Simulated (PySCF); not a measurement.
## NMR shielding calculation, with input and output: C$_{5}$H$_{14}$OSi

System: C$_{5}$H$_{14}$OSi (trimethylethoxysilane), SMILES CCO[Si](C)(C)C.
Method: GIAO PBE0/pcSseg-1 NMR shielding, non-relativistic, gas phase (PySCF 2.14.0).

The geometry comes from this level: GFN2-xTB. Figures and captions count atoms from 1; the log counts them from 0 in places.

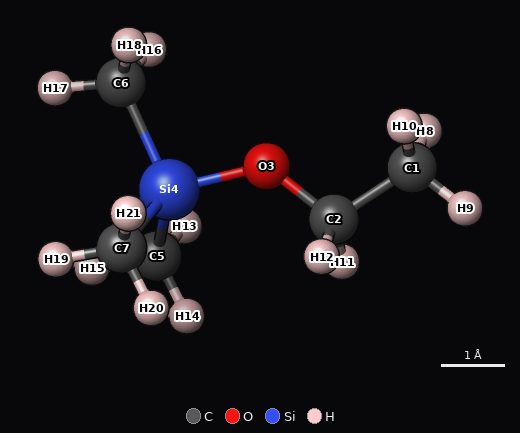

Fig. 1: The input geometry (ball-and-stick view, seen at a tilt; atoms are numbered from 1 in the order of the input). Bond lengths as drawn: C–C 1.52 Å, C–H 1.08 to 1.10 Å, C–O 1.40 Å, C–Si 1.90 to 1.91 Å and O–Si 1.63 Å.

Results in brief:

- outcome: converged
- total energy: −563.253177 hartree
- HOMO: −7.59 eV
- LUMO: 1.18 eV
- dipole moment: 1.03 D
- isotropic shielding, C: 125.7 to 187.8 ppm
- isotropic shielding, O: 280.8 ppm
- isotropic shielding, Si: 338.3 ppm
- isotropic shielding, H: 27.9 to 32.1 ppm
- hardware: 1 CPU thread, shared host
- wall time: 60 s
- peak memory: 0.87 GiB

Input file:
```
{"job": {"kind": "nmr", "xc": "PBE0", "basis": "pcSseg-1"}, "charge": 0, "multiplicity": 1}
C      3.021457    -0.031071     0.846550
C      1.846270     0.323603    -0.051867
O      0.665679    -0.194359     0.498231
Si    -0.866090    -0.098796    -0.062074
C     -1.453125     1.714484    -0.199337
C     -1.831097    -1.053084     1.262284
C     -1.037210    -0.906457    -1.785437
H      2.868345     0.386451     1.837997
H      3.943271     0.365374     0.429570
H      3.104641    -1.110786     0.935956
H      1.758835     1.412632    -0.148551
H      1.998189    -0.094651    -1.054340
H     -1.354938     2.231106     0.751507
H     -0.870116     2.266826    -0.932247
H     -2.493901     1.779989    -0.499498
H     -1.721847    -0.594934     2.239285
H     -2.888186    -1.073940     1.021862
H     -1.488406    -2.079098     1.341289
H     -2.066813    -0.911805    -2.128202
H     -0.450670    -0.377523    -2.532640
H     -0.693208    -1.937019    -1.770810
```

The first line tells a small driver script what to run in PySCF; the rest is the geometry in Å.

Command:
```bash
OMP_NUM_THREADS=1 python <driver script> task.json out
```

What the program printed:
```
coarse grid: 16824 points
cycle   1  E = -563.0618019169  dE =  4.265e-01  |g| = 8.129e-01  |ddm| = 3.843e+00
cycle   2  E = -562.9529489406  dE =  1.089e-01  |g| = 1.116e+00  |ddm| = 1.690e+00
cycle   3  E = -563.1963534734  dE = -2.434e-01  |g| = 1.590e-01  |ddm| = 1.160e+00
cycle   4  E = -563.2013108497  dE = -4.957e-03  |g| = 2.735e-02  |ddm| = 1.338e-01
cycle   5  E = -563.2014841882  dE = -1.733e-04  |g| = 3.210e-03  |ddm| = 2.272e-02
cycle   6  E = -563.2014861730  dE = -1.985e-06  |g| = 7.231e-04  |ddm| = 3.444e-03
final grid: 154384 points
cycle   7  E = -563.2531470139  dE = -3.388e-05  |g| = 1.171e-02  |ddm| = 2.500e-02
cycle   8  E = -563.2531260214  dE =  2.099e-05  |g| = 1.584e-02  |ddm| = 1.840e-02
cycle   9  E = -563.2531760095  dE = -4.999e-05  |g| = 1.879e-03  |ddm| = 1.124e-02
cycle  10  E = -563.2531767188  dE = -7.094e-07  |g| = 1.280e-04  |ddm| = 1.709e-03
cycle  11  E = -563.2531767216  dE = -2.706e-09  |g| = 4.183e-05  |ddm| = 1.439e-04
cycle  12  E = -563.2531767219  dE = -3.339e-10  |g| = 1.074e-05  |ddm| = 5.828e-05
```

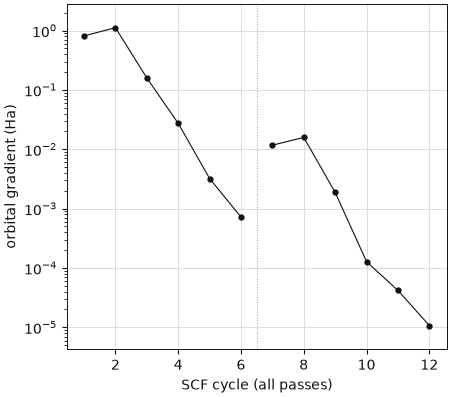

Fig. 2: Convergence of the self-consistent field: orbital gradient against the SCF cycle. The dotted line marks the change from a coarse to the final integration grid. The first 6 cycles use a coarse grid, the final grid takes over at cycle 7, and the field converges after 12 cycles in all.

```
converged SCF energy = -563.2531767219

GIAO shielding tensors (ppm)
atom      isotropic    diamagn.    paramagn.     s11        s22        s33       span
  0 C      166.121     246.571     -80.450    148.369    163.818    186.176     37.807
  1 C      125.656     244.883    -119.227     97.745    111.959    167.263     69.519
  2 O      280.826     402.768    -121.942    251.222    282.375    308.880     57.658
  3 Si     338.350     882.350    -544.001    318.156    325.897    370.997     52.842
  4 C      187.810     257.043     -69.233    179.556    186.641    197.234     17.678
  5 C      185.776     255.829     -70.053    177.034    185.651    194.643     17.609
  6 C      187.807     257.044     -69.236    179.587    186.619    197.215     17.628
  7 H       30.250      29.693       0.557     26.399     28.833     35.518      9.119
  8 H       30.787      27.483       3.304     26.732     27.717     37.912     11.180
  9 H       30.250      29.698       0.552     26.398     28.836     35.514      9.116
 10 H       27.887      32.342      -4.455     22.019     29.085     32.557     10.538
 11 H       27.888      32.347      -4.459     22.018     29.094     32.551     10.533
 12 H       31.701      32.752      -1.051     27.609     28.859     38.635     11.026
 13 H       31.411      33.346      -1.934     27.297     29.520     37.418     10.121
 14 H       31.903      31.229       0.674     27.941     29.140     38.629     10.687
 15 H       31.468      32.450      -0.982     27.383     29.068     37.955     10.572
 16 H       32.111      30.789       1.322     27.900     29.348     39.085     11.185
 17 H       31.468      32.449      -0.981     27.383     29.063     37.959     10.575
 18 H       31.901      31.230       0.671     27.940     29.138     38.627     10.686
 19 H       31.413      33.348      -1.935     27.299     29.520     37.419     10.119
 20 H       31.701      32.757      -1.056     27.610     28.860     38.634     11.025
```

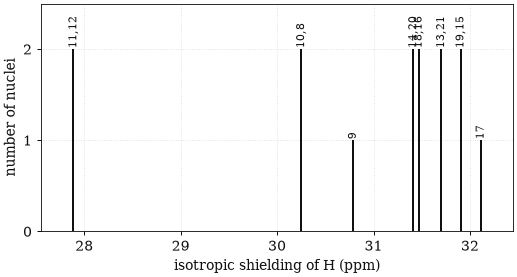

Fig. 3: Isotropic shieldings of the hydrogen nuclei in this fixed geometry, labelled by atom number; shielding grows to the right, so chemical shift grows to the left. The least shielded is H11 (27.9 ppm), the most shielded H17 (32.1 ppm).

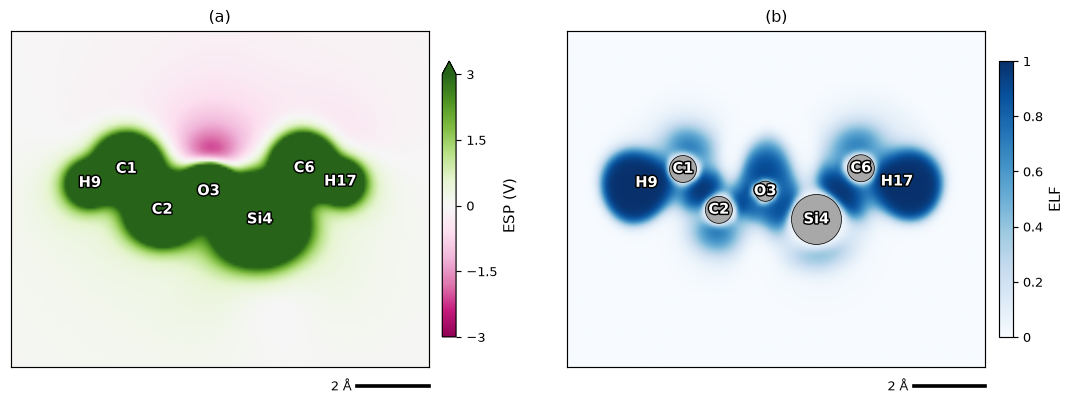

Fig. 4: (a) molecular electrostatic potential; (b) electron localisation function on the plane of atoms Si4, C6 and H17. Grey discs, where drawn, cover atomic cores. Atoms in the plane: C, O, Si and H. C–O (1.40 Å): the ELF peaks at about 0.90 between the atoms, which marks a polar covalent bond. C–H (1.08 Å): the ELF climbs to about 1 towards the hydrogen, as it does in any bond to H; a covalent bond by its length.

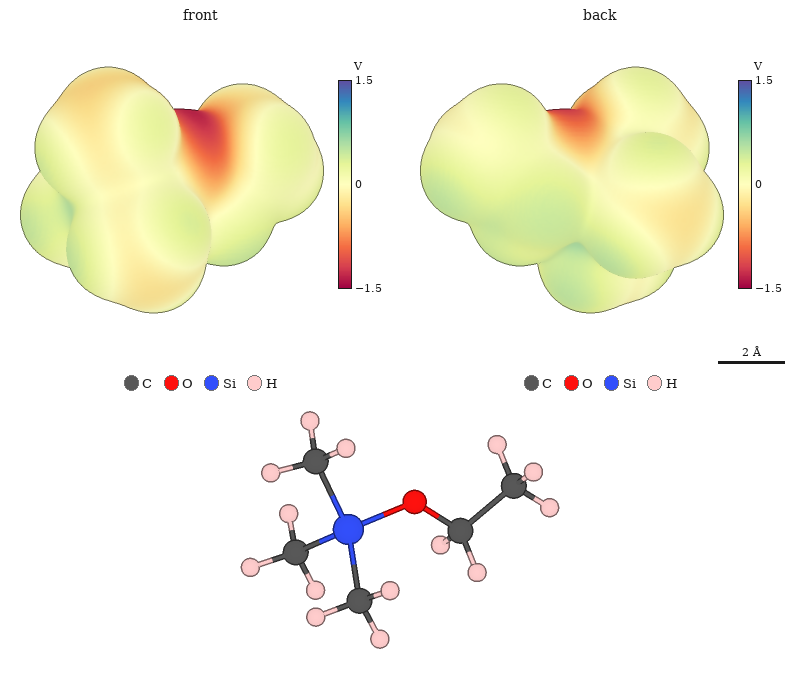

Fig. 5: The molecular electrostatic potential painted on the density surface at 0.001 e/bohr³, seen at a tilt and from behind; red is negative and blue positive. The bare structure is drawn below in the same view. Its dipole moment is 1.03 D.
